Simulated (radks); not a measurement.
# Polarisabilities and dispersion coefficients of Ag, Ag⁺, Ag²⁺ and others

Aim: static dipole polarisabilities and C6 coefficients, each species in its NIST ground configuration. After each ground state the linear response is solved; its values go to the run's result record, not to the log. Response by self-consistent Sternheimer equations with the Hartree and adiabatic LDA kernel, the relativistic mass of each level held fixed and spin-orbit coupling left out.

Program: radks (a radial shooting solver on a logarithmic mesh, Libxc functionals) version 1. Level of theory: scalar-relativistic Kohn-Sham, LDA (Slater exchange, Perdew-Wang correlation), spin-polarised, spherical densities, finite nucleus; open shells are filled with parallel spins first. These are calculated values, not measurements, unless marked.

## 1. What is computed

| Item | Value |
| --- | --- |
| species | Ag ([Kr] 4d10 5s1), Ag⁺ ([Kr] 4d10), Ag²⁺ ([Kr] 4d9), Ag³⁺ ([Kr] 4d8), Ag⁴⁺ ([Kr] 4d7), Ag⁵⁺ ([Kr] 4d6), Ag⁶⁺ ([Kr] 4d5) |

In the logs a row gives level, spin channel, occupation and eigenvalue; Etot, Ekin, Encl (electron-nucleus), Eh (Hartree) and Exc are energies, all in hartree; err is the last residual, it the number of iterations.

## 2. Ag, [Kr] 4d10 5s1

The run's settings:

```text
Z 47
configuration [Kr] 4d10 5s1
relativity scalar-relativistic
functional lda,pw
spin polarised
nucleus finite rms 4.5454 fm
c 137.035999084
response adiabatic LDA kernel
```

Output:

```text
1s      1   1.0000        -929.67292966
2s      1   1.0000        -136.91486686
2p      1   3.0000        -122.89483481
3s      1   1.0000         -25.08138767
3p      1   3.0000         -20.47559553
3d      1   5.0000         -13.18744158
4s      1   1.0000          -3.49238346
4p      1   3.0000          -2.15487638
4d      1   5.0000          -0.28339809
5s      1   1.0000          -0.18306074
1s      2   1.0000        -929.67214028
2s      2   1.0000        -136.91485991
2p      2   3.0000        -122.89472931
3s      2   1.0000         -25.08096304
3p      2   3.0000         -20.47518256
3d      2   5.0000         -13.18717903
4s      2   1.0000          -3.49211958
4p      2   3.0000          -2.15399696
4d      2   5.0000          -0.27662143
5s      2   0.0000          -0.15910357
Etot -5311.031141834575
Ekin 5515.831203421247
Encl -12842.41028267148
Eh 2159.6815412106944
Exc -144.13360379503513
err 6.43332421812076e-09
it 14
```

5s up is the highest filled level (-4.981 eV). The response step gives α = 44.75 bohr³ (71.97 without the induced potential) and C6 = 353.7 hartree bohr⁶.

From the orbitals of this run (lengths in bohr):

| level | occupation | energy (eV) | <r> | outermost maximum (interpolated) | 90 % within | nodes |
| --- | --- | --- | --- | --- | --- | --- |
| 4s up | 1 | -95.033 | 0.9113 | 0.821 | 1.33 | 3 |
| 4s down | 1 | -95.025 | 0.9111 | 0.821 | 1.33 | 3 |
| 4p up | 3 | -58.637 | 1.001 | 0.875 | 1.48 | 2 |
| 4p down | 3 | -58.613 | 0.9999 | 0.875 | 1.48 | 2 |
| 4d up | 5 | -7.712 | 1.430 | 1.04 | 2.34 | 1 |
| 4d down | 5 | -7.527 | 1.412 | 1.04 | 2.30 | 1 |
| 5s up | 1 | -4.981 | 3.092 | 2.49 | 4.71 | 4 |
| 5s down | 0 | -4.329 | 3.128 | 2.47 | 4.81 | 4 |

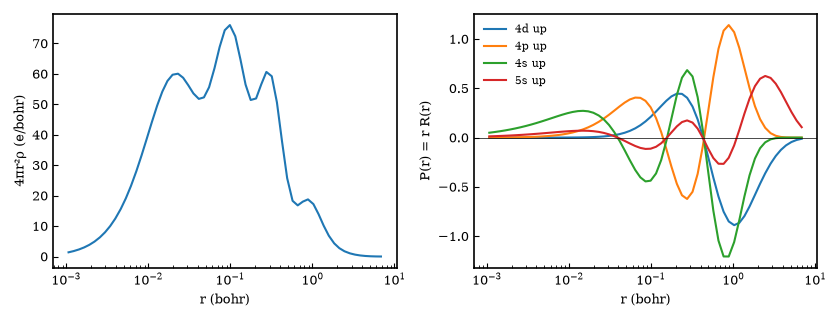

Left: shells in the radial density. Right: radial functions of the outer levels.

## 3. Ag⁺, [Kr] 4d10

Settings, as their differences from step 2:

```diff
@@ -1,3 +1,3 @@
 Z 47
-configuration [Kr] 4d10 5s1
+configuration [Kr] 4d10
 relativity scalar-relativistic
```

Output:

```text
1s      1   1.0000        -929.97769309
2s      1   1.0000        -137.21584865
2p      1   3.0000        -123.19602403
3s      1   1.0000         -25.38367299
3p      1   3.0000         -20.77787342
3d      1   5.0000         -13.48939401
4s      1   1.0000          -3.79845457
4p      1   3.0000          -2.46170400
4d      1   5.0000          -0.58504428
1s      2   1.0000        -929.97769309
2s      2   1.0000        -137.21584865
2p      2   3.0000        -123.19602403
3s      2   1.0000         -25.38367299
3p      2   3.0000         -20.77787342
3d      2   5.0000         -13.48939401
4s      2   1.0000          -3.79845457
4p      2   3.0000          -2.46170400
4d      2   5.0000          -0.58504428
Etot -5310.727738437376
Ekin 5515.518555869937
Encl -12827.840193297949
Eh 2145.536120636778
Exc -143.94222164614177
err 7.529450521028477e-09
it 15
```

Highest occupied level: 4d at -15.920 eV. The response step gives α = 10.74 bohr³ (16.92 without the induced potential) and C6 = 64.57 hartree bohr⁶.

## 4. Ag²⁺, [Kr] 4d9

Settings, as their differences from step 3:

```diff
@@ -1,3 +1,3 @@
 Z 47
-configuration [Kr] 4d10
+configuration [Kr] 4d9
 relativity scalar-relativistic
```

Output:

```text
1s      1   1.0000        -930.51300070
2s      1   1.0000        -137.75868060
2p      1   3.0000        -123.73780345
3s      1   1.0000         -25.92308063
3p      1   3.0000         -21.31747990
3d      1   5.0000         -14.03037092
4s      1   1.0000          -4.33582717
4p      1   3.0000          -2.99324193
4d      1   5.0000          -1.08305542
1s      2   1.0000        -930.51285671
2s      2   1.0000        -137.75175982
2p      2   3.0000        -123.73232386
3s      2   1.0000         -25.91825276
3p      2   3.0000         -21.31224724
3d      2   5.0000         -14.02344993
4s      2   1.0000          -4.30987619
4p      2   3.0000          -2.96687139
4d      2   4.0000          -1.05847559
Etot -5309.911238346811
Ekin 5514.748002472603
Encl -12802.762218298072
Eh 2121.5556287270847
Exc -143.45265124842598
err 8.515705820058143e-09
it 14
```

The top filled level is 4d down, -28.803 eV. The response step gives α = 6.280 bohr³ (9.552 without the induced potential) and C6 = 32.72 hartree bohr⁶.

## 5. Ag³⁺, [Kr] 4d8

Settings, as their differences from step 4:

```diff
@@ -1,3 +1,3 @@
 Z 47
-configuration [Kr] 4d9
+configuration [Kr] 4d8
 relativity scalar-relativistic
```

Output:

```text
1s      1   1.0000        -931.12632094
2s      1   1.0000        -138.38174861
2p      1   3.0000        -124.35966799
3s      1   1.0000         -26.53882635
3p      1   3.0000         -21.93345797
3d      1   5.0000         -14.64837560
4s      1   1.0000          -4.93908166
4p      1   3.0000          -3.58798099
4d      1   5.0000          -1.64057285
1s      2   1.0000        -931.12600755
2s      2   1.0000        -138.36684584
2p      2   3.0000        -124.34786676
3s      2   1.0000         -26.52842635
3p      2   3.0000         -21.92218520
3d      2   5.0000         -14.63347221
4s      2   1.0000          -4.88347599
4p      2   3.0000          -3.53154118
4d      2   3.0000          -1.58712927
Etot -5308.592683416897
Ekin 5513.486524644527
Encl -12774.064000979602
Eh 2094.870488680056
Exc -142.8856957618773
err 6.481054493615749e-09
it 14
```

Highest occupied level: 4d down at -43.188 eV. The response step gives α = 4.164 bohr³ (6.205 without the induced potential) and C6 = 18.94 hartree bohr⁶.

## 6. Ag⁴⁺, [Kr] 4d7

Settings, as their differences from step 5:

```diff
@@ -1,3 +1,3 @@
 Z 47
-configuration [Kr] 4d8
+configuration [Kr] 4d7
 relativity scalar-relativistic
```

Output:

```text
1s      1   1.0000        -931.80761597
2s      1   1.0000        -139.07481982
2p      1   3.0000        -125.05142482
3s      1   1.0000         -27.21993751
3p      1   3.0000         -22.61483908
3d      1   5.0000         -15.33251734
4s      1   1.0000          -5.59605509
4p      1   3.0000          -4.23413403
4d      1   5.0000          -2.24758802
1s      2   1.0000        -931.80710919
2s      2   1.0000        -139.05077741
2p      2   3.0000        -125.03238421
3s      2   1.0000         -27.20314747
3p      2   3.0000         -22.59663761
3d      2   5.0000         -15.30846684
4s      2   1.0000          -5.50649970
4p      2   3.0000          -4.14329438
4d      2   2.0000          -2.16049599
Etot -5306.722520683055
Ekin 5511.683641258665
Encl -12742.216913623402
Eh 2066.0710917447477
Exc -142.26034006306594
err 2.9789522715817537e-09
it 14
```

Highest occupied level: 4d down at -58.790 eV. The response step gives α = 2.972 bohr³ (4.386 without the induced potential) and C6 = 11.86 hartree bohr⁶.

## 7. Ag⁵⁺, [Kr] 4d6

Settings, as their differences from step 6:

```diff
@@ -1,3 +1,3 @@
 Z 47
-configuration [Kr] 4d7
+configuration [Kr] 4d6
 relativity scalar-relativistic
```

Output:

```text
1s      1   1.0000        -932.55057328
2s      1   1.0000        -139.83139712
2p      1   3.0000        -125.80661296
3s      1   1.0000         -27.95933180
3p      1   3.0000         -23.35454375
3d      1   5.0000         -16.07577569
4s      1   1.0000          -6.29888207
4p      1   3.0000          -4.92421481
4d      1   5.0000          -2.89771984
1s      2   1.0000        -932.54985369
2s      2   1.0000        -139.79698831
2p      2   3.0000        -125.77936193
3s      2   1.0000         -27.93527397
3p      2   3.0000         -23.32845811
3d      2   5.0000         -16.04133075
4s      2   1.0000          -6.17033111
4p      2   3.0000          -4.79382758
4d      2   1.0000          -2.77138447
Etot -5304.259827118797
Ekin 5509.297969377776
Encl -12707.516772479226
Eh 2035.5507977079578
Exc -141.59182172530498
err 1.4540330776590977e-09
it 14
```

4d down is the highest filled level (-75.413 eV). The response step gives α = 2.229 bohr³ (3.282 without the induced potential) and C6 = 7.835 hartree bohr⁶.

## 8. Ag⁶⁺, [Kr] 4d5

Settings, as their differences from step 7:

```diff
@@ -1,3 +1,3 @@
 Z 47
-configuration [Kr] 4d6
+configuration [Kr] 4d5
 relativity scalar-relativistic
```

Output:

```text
1s      1   1.0000        -933.35091250
2s      1   1.0000        -140.64706724
2p      1   3.0000        -126.62084794
3s      1   1.0000         -28.75210548
3p      1   3.0000         -24.14767058
3d      1   5.0000         -16.87330088
4s      1   1.0000          -7.04211827
4p      1   3.0000          -5.65311268
4d      1   5.0000          -3.58654573
1s      2   1.0000        -933.34996883
2s      2   1.0000        -140.60099806
2p      2   3.0000        -126.58436467
3s      2   1.0000         -28.71983582
3p      2   3.0000         -24.11267052
3d      2   5.0000         -16.82712362
4s      2   1.0000          -6.86841727
4p      2   3.0000          -5.47682221
4d      2   0.0000          -3.41408645
Etot -5301.170014808412
Ekin 5506.295019149929
Encl -12670.16425708049
Eh 2003.5930387143171
Exc -140.8938155921678
err 1.351694388773849e-09
it 14
```

Highest occupied level: 4d up at -97.595 eV. The response step gives α = 1.733 bohr³ (2.559 without the induced potential) and C6 = 5.376 hartree bohr⁶.

## 9. Results

| species | −ε(HOMO) (eV) | α (bohr³) | α uncoupled (bohr³) | C6 (hartree bohr⁶) | C8 (hartree bohr⁸) | recommended α (bohr³) |
| --- | --- | --- | --- | --- | --- | --- |
| Ag | 4.981 | 44.75 | 71.97 | 353.7 | 16803 | 55 |
| Ag⁺ | 15.920 | 10.74 | 16.92 | 64.57 | 1476 | - |
| Ag²⁺ | 28.803 | 6.280 | 9.552 | 32.72 | - | - |
| Ag³⁺ | 43.188 | 4.164 | 6.205 | 18.94 | - | - |
| Ag⁴⁺ | 58.790 | 2.972 | 4.386 | 11.86 | - | - |
| Ag⁵⁺ | 75.413 | 2.229 | 3.282 | 7.835 | - | - |
| Ag⁶⁺ | 97.595 | 1.733 | 2.559 | 5.376 | - | - |

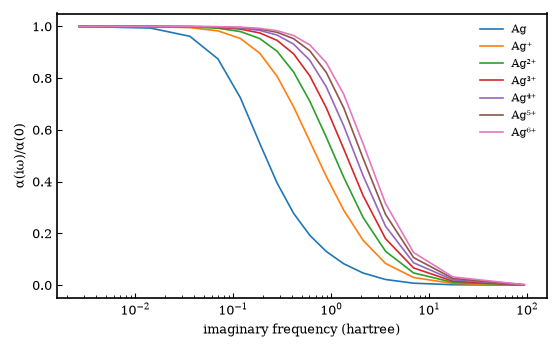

Polarisability at imaginary frequency, each scaled by its static value.

What this shows: Uncoupled leaves out the potential induced by the response; C6 and C8 are for like pairs. Ag is the most polarisable and Ag⁶⁺ the least, a factor 25.8 apart. For the pair Ag–Ag⁶⁺ the Casimir-Polder integral gives C6 = 30.95, the rule 2·Ca·Cb/(Ca·αb/αa + Cb·αa/αb) on the like-pair values 24.94. Against the recommended values (Schwerdtfeger and Nagle, 2023 table) the misses are Ag -19 %. C8 is given only where no p, d or f shell is open. For heavy and open-shell atoms this level can miss by tens of per cent.
